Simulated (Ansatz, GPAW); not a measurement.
# Mg/Rh(100): converging a work function, part 2 of 2

How do cutoff, mesh, smearing and the dipole layer change the work function of Mg/Rh(100)?

GPAW 26.7.0 and Ansatz 0.2.0; Ansatz plane waves; slab in vacuum with a dipole correction, relaxation (the session's first sound run).

So far: Set-up; Relaxation.

**2. Relaxation (continued)**

The electrostatic potential energy of an electron (with the applied field's), less the Fermi level, planar mean oscillates, so the rows of the table below give means over windows of 1.9 Å about each position, cut where the curve ends. Its maxima inside the range that stand out by 2 % of the span (Å: eV): 10.0: -3.03, 11.9: -2.72, 13.8: -3.42, 16.0: 0.444. Its minima: 8.9: -21.7, 10.8: -22.0, 12.9: -22.1, 14.8: -21.8, 17.0: -14.9.

The electrostatic potential energy of an electron (with the applied field's), less the Fermi level, planar mean by z; means over each step:

```
z (Å)  electrostatic potential energy of an electron (with the applied field's), less the Fermi level, planar mean (eV)
 0.95                                                                                                              4.99
 2.85                                                                                                              5.07
 4.75                                                                                                              5.07
 6.65                                                                                                              4.80
 8.55                                                                                                             -10.3
10.45                                                                                                             -13.0
12.35                                                                                                             -12.8
14.25                                                                                                             -13.0
16.15                                                                                                             -5.70
18.05                                                                                                             -2.23
19.95                                                                                                              3.96
21.85                                                                                                              4.09
23.75                                                                                                              4.09
25.65                                                                                                              4.16
```

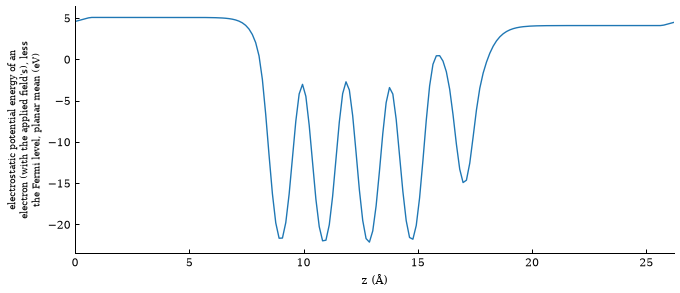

Electrostatic potential energy of an electron (with the applied field's), less the Fermi level, planar mean against z.

The valence density, planar mean oscillates, so the rows of the table below give means over windows of 2 Å about each position, cut where the curve ends. Its maxima inside the range that stand out by 2 % of the span (Å: e/Å³): 9.1: 2.16, 10.8: 2.19, 12.9: 2.21, 14.8: 2.18, 17.0: 1.84. Its minima: 10.0: 0.435, 11.9: 0.408, 13.8: 0.441, 16.2: 0.156.

Table of valence density, planar mean by z; means over each step:

```
z (Å)  valence density, planar mean (e/Å³)
    4                               1.2e-5
    6                              0.00207
    8                                0.587
   10                                 1.28
   12                                 1.24
   14                                 1.28
   16                                0.646
   18                                0.363
   20                              0.00345
   22                               3.6e-5
```

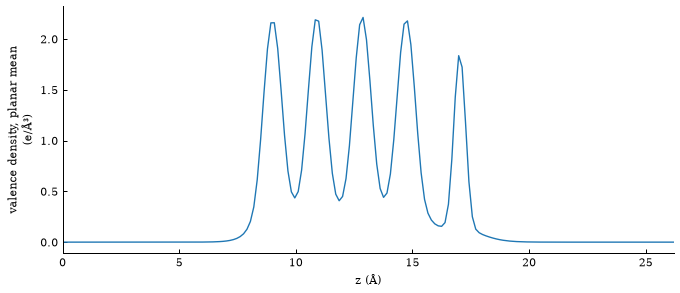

Valence density, planar mean against z.

The relaxation lowered the energy of the cell by 0.172 eV.

**3. Plane waves, PBE**

The work function is the vacuum plateau of the electrostatic potential less the Fermi level; a dipole layer lets the two faces have plateaus of their own.

This step: GPAW, PAW setups; slab in vacuum (GPAW 26.7.0).

run.py

```python
import json
import numpy as np
from ase import Atoms
from gpaw import GPAW, PW

slab = Atoms(
    ['Rh', 'Rh', 'Rh', 'Rh', 'Mg'],
    positions=[
        [1.34350, 1.34350, 9.00000],
        [0.00000, 0.00000, 10.90000],
        [1.34350, 1.34350, 12.84346],
        [0.00000, 0.00000, 14.73137],
        [1.34350, 0.00000, 17.02497]],
    cell=[[2.68701, 0.0, 0.0], [0.0, 2.68701, 0.0], [0.0, 0.0, 26.35044]],
    pbc=[True, True, False])

slab.calc = GPAW(mode=PW(400), xc='PBE', kpts={'size': (12, 12, 1), 'gamma': True},
                 occupations={'name': 'fermi-dirac', 'width': 0.1}, nbands='140%',
                 convergence={'density': 1e-05}, maxiter=200,
                 poissonsolver={'dipolelayer': 'xy'},
                 symmetry={'tolerance': 1e-3}, txt='slab.txt')
result = {}
energy = slab.get_potential_energy()
fermi = slab.calc.get_fermi_level()
v = slab.calc.get_electrostatic_potential().mean((0, 1)) - fermi
n = slab.calc.get_pseudo_density().mean((0, 1))
L = slab.cell[2, 2]
z = np.arange(len(v)) * L / len(v)
low, high = slab.positions[:, 2].min(), slab.positions[:, 2].max()
below, above = np.interp([low - 6.8, high + 6.8], z, v)
slopes = [np.interp(x, z, np.gradient(v, z)) for x in (low - 6.8, high + 6.8)]
eps = np.array([[slab.calc.get_eigenvalues(k, s) for k in range(len(slab.calc.get_ibz_k_points()))]
                for s in range(slab.calc.get_number_of_spins())]) - fermi
top, bottom = eps[eps < 0].max(), eps[eps > 0].min()
dipole = slab.get_dipole_moment()[2]
print(f'energy {energy:.4f} eV, Fermi level {fermi:.4f} eV, dipole {dipole:.5f} e A')
print(f'potential 6.8 A off the faces, from the Fermi level: lower {below:.4f} eV, upper {above:.4f} eV')
print(f'slope of the potential there: lower {slopes[0]:.5f}, upper {slopes[1]:.5f} eV/A')
print(f'nearest levels on the mesh: {top:.4f} and {bottom:.4f} eV')
print('magnetic moment', round(slab.get_magnetic_moment(), 3))
result.update(energy=energy, fermi=fermi, dipole=dipole, below=below, above=above, slopes=slopes, edges=[top, bottom],
              z=z.tolist(), v=v.tolist(), n=n.tolist(), positions=slab.positions.tolist(),
              forces=slab.get_forces(apply_constraint=False).tolist(), moments=slab.get_magnetic_moments().tolist())
json.dump(result, open('result.json', 'w'))
```

The run is started by

```bash
$ OMP_NUM_THREADS=1 OPENBLAS_NUM_THREADS=2 python run.py
```

Numbers of over 12 decimals in the logs are rounded to 6 here.

The program printed:

```text
energy -28.9096 eV, Fermi level 1.0769 eV, dipole 0.03847 e A
potential 6.8 A off the faces, from the Fermi level: lower 5.0540 eV, upper 4.0902 eV
slope of the potential there: lower -0.00004, upper -0.00004 eV/A
nearest levels on the mesh: -0.0019 and 0.0023 eV
magnetic moment 0.0
```

Wall time 15 min (2 threads of Arm Neoverse N1, shared host); peak memory 0.33 GiB.

This step gave:

```yaml
dipole_along_the_normal: 0.03847 e·Å
levels_nearest_the_fermi_level_on_the_mesh: -0.001879, 0.002316 eV from the Fermi level
lower_work_function: 5.054 eV
```

The electrostatic potential energy of an electron (without an applied field's), less the Fermi level, planar mean oscillates, so the rows of the table below give means over windows of 2 Å about each position, cut where the curve ends. Its maxima inside the range that stand out by 2 % of the span (Å: eV): 9.9: -2.84, 11.9: -2.62, 13.8: -3.11, 15.9: 0.499. Its minima: 9.0: -21.6, 10.9: -22.0, 12.9: -22.1, 14.8: -21.7, 17.1: -12.8.

The electrostatic potential energy of an electron (without an applied field's), less the Fermi level, planar mean by z; means over each step:

```
z (Å)  electrostatic potential energy of an electron (without an applied field's), less the Fermi level, planar mean (eV)
 1.00                                                                                                                5.01
 3.00                                                                                                                5.05
 5.00                                                                                                                5.05
 7.00                                                                                                                4.30
 9.00                                                                                                               -10.5
11.00                                                                                                               -11.2
13.00                                                                                                               -11.4
15.00                                                                                                               -10.2
17.00                                                                                                               -6.27
19.00                                                                                                                3.01
21.00                                                                                                                4.08
23.00                                                                                                                4.09
25.00                                                                                                                4.09
```

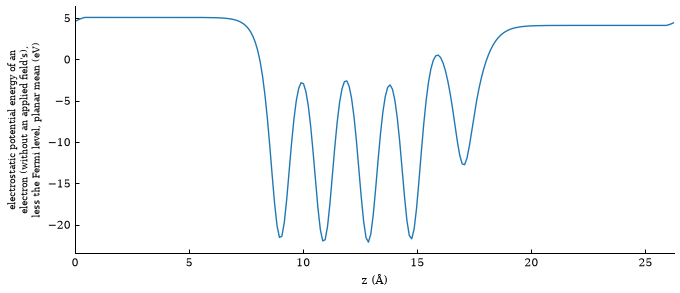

Electrostatic potential energy of an electron (without an applied field's), less the Fermi level, planar mean against z.

The pseudo valence density, planar mean oscillates, so the rows of the table below give means over windows of 1.9 Å about each position, cut where the curve ends. Its maxima inside the range that stand out by 2 % of the span (Å: e/Å³): 9.1: 2.21, 11.0: 2.22, 12.9: 2.27, 14.8: 2.26, 17.1: 1.87. Its minima: 9.9: 0.420, 11.8: 0.398, 13.7: 0.427, 16.2: 0.158.

The pseudo valence density, planar mean by z; means over each step:

```
z (Å)  pseudo valence density, planar mean (e/Å³)
 4.75                                      7.7e-5
 6.65                                      0.0107
 8.55                                       0.954
10.45                                        1.09
12.35                                        1.07
14.25                                        1.09
16.15                                       0.583
18.05                                       0.292
19.95                                     0.00366
21.85                                      4.8e-5
```

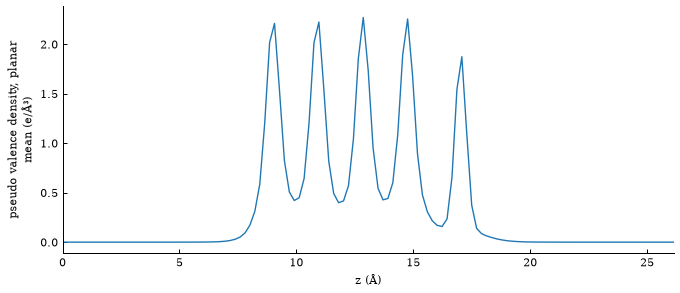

Pseudo valence density, planar mean against z.

Force by atom:

```
atom  x (eV/Å)  y (eV/Å)  z (eV/Å)   size
 Rh1     0.000     0.000     0.179  0.179
 Rh2     0.000     0.000    -0.267  0.267
 Rh3     0.000     0.000    -0.005  0.005
 Rh4     0.000     0.000     0.069  0.069
 Mg5     0.000     0.000     0.028  0.028
```

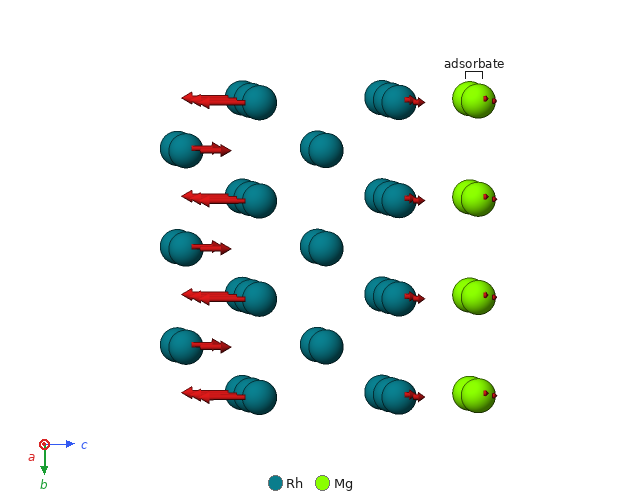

Force as arrows, the longest 0.267 eV/Å. 2×3×1 cells are drawn. Some periodic images of atoms are drawn too.

The potential is flat to 4.2e-5 eV/Å where it is read, so the vacuum is wide enough. The geometry is the other program's minimum; here the largest force on a free atom is 0.069 eV/Å.

**4. Cutoff 200**

The cutoff limits how sharply the smooth valence waves can vary, which tells mostly near the atoms.

run.py: that of step 3 with these lines changed.

```diff
@@ -16,3 +16,3 @@
 
-slab.calc = GPAW(mode=PW(400), xc='PBE', kpts={'size': (12, 12, 1), 'gamma': True},
+slab.calc = GPAW(mode=PW(200), xc='PBE', kpts={'size': (12, 12, 1), 'gamma': True},
                  occupations={'name': 'fermi-dirac', 'width': 0.1}, nbands='140%',
```

The program printed:

```text
energy -26.3664 eV, Fermi level 1.0929 eV, dipole 0.03859 e A
potential 6.8 A off the faces, from the Fermi level: lower 5.1018 eV, upper 4.0824 eV
slope of the potential there: lower -0.00517, upper -0.00198 eV/A
nearest levels on the mesh: -0.0024 and 0.0065 eV
magnetic moment 0.0
```

Wall time 3.2 min (2 threads); peak memory 0.2 GiB.

The run finished. A setting was moved off its sound value on purpose, so it serves as a test and not as the result.

The fault put into the input: a cutoff under that of the base run: the energy of the cell lies 2.5 eV from the base value (ecut = 200).

The two runs compared:

```
                     quantity  this run  sound run  difference
dipole along the normal (e·Å)  0.038593   0.038472      1.2e-4
     upper work function (eV)    4.0824     4.0902    -0.00776
     lower work function (eV)    5.1018     5.0540      0.0478
```

One result that differs is the lower work function, 5.10 eV against 5.05 eV.

**5. Cutoff 300**

The cutoff limits how sharply the smooth valence waves can vary, which tells mostly near the atoms.

run.py: that of step 4 with these lines changed.

```diff
@@ -16,3 +16,3 @@
 
-slab.calc = GPAW(mode=PW(200), xc='PBE', kpts={'size': (12, 12, 1), 'gamma': True},
+slab.calc = GPAW(mode=PW(300), xc='PBE', kpts={'size': (12, 12, 1), 'gamma': True},
                  occupations={'name': 'fermi-dirac', 'width': 0.1}, nbands='140%',
```

The program printed:

```text
energy -27.7648 eV, Fermi level 1.0828 eV, dipole 0.03898 e A
potential 6.8 A off the faces, from the Fermi level: lower 5.0726 eV, upper 4.0927 eV
slope of the potential there: lower -0.00044, upper 0.00018 eV/A
nearest levels on the mesh: -0.0001 and 0.0030 eV
magnetic moment 0.0
```

Elapsed: 5.4 min, on 2 threads; peak memory 0.26 GiB.

The run finished. A setting was moved off its sound value on purpose, so it serves as a test and not as the result.

The fault put into the input: a cutoff under that of the base run: the energy of the cell lies 1.1 eV from the base value (ecut = 300).

Side by side:

```
                     quantity  this run  sound run  difference
dipole along the normal (e·Å)  0.038980   0.038472      5.1e-4
     upper work function (eV)    4.0927     4.0902     0.00248
     lower work function (eV)    5.0726     5.0540      0.0186
```

**6. Summary of results**

```json
{"work function, upper and lower face": "4.090 and 5.054 eV", "dipole along the normal": "0.0385 e Å"}
```

With plane waves and PBE the work function is 4.09 eV on the upper face and 5.05 eV on the lower. The two faces differ by 0.96 eV, the step that the slab's dipole makes (e p/(ε0 A) gives 0.96 eV), so the dipole layer is needed. The cell of 7.22 Å² holds one Mg, started on one chosen site; other sites and coverages weren't tried. The in-plane lattice was kept as typed, which isn't the functional's own and leaves some strain; spin-orbit coupling and temperature are left out.

[Logs are printed without paths, hosts, clocks, repeated set-up lines and the standing remarks that a program may print on its own settings, such as how far it seeks lower states.]

[Hosts, paths, dates, database ids (printed as entryN), source tags and the programs' standing remarks are cut or masked in the printed files.]
